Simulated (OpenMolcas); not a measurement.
**SiNH4ClO: a line through the functionals**

SiNH4ClO: 8 atoms, total charge 0, spin state singlet. As SMILES, `N[SiH](O)Cl`. Geometry: relaxed at PBE0-D4/def2-TZVP. This is one conformer, not always the lowest.

The vertical energy of the triplet above the singlet y, in eV, basis 6-31G(d); a is the functional's share of exact exchange. Programs: OpenMolcas 26.06.

| functional | program | a | y (eV) |
| --- | --- | --- | --- |
| BLYP | OpenMolcas | 0 | 6.80 |
| TPSS | OpenMolcas | 0 | 6.96 |
| B3LYP | OpenMolcas | 0.2 | 7.09 |
| PBE0 | OpenMolcas | 0.25 | ? |
| BHLYP | OpenMolcas | 0.5 | 7.25 |

Problem. Fit y = c + s·a to the known rows and predict PBE0.

Solution. 
1. Means of the 4 rows: a = 0.1750, y = 7.025.
2. Σ(Δa)² = 0.1675, Σ(Δa·Δy) = 0.1255, so the slope is 0.1255/0.1675 = 0.74925.
3. Intercept: 7.025 − (0.74925) × 0.1750 = 6.894. The largest residual of the fit is 0.094.
4. PBE0: 6.894 + (0.74925) × 0.25 = 7.08 eV.

The run gave 7.13 eV, so the prediction is off by -0.05 eV, within the largest residual. The rows mix families of semi-local functionals, which the line can't see.

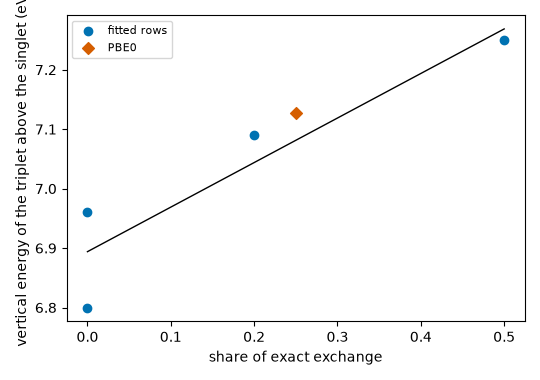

The fitted line, with the withheld row.
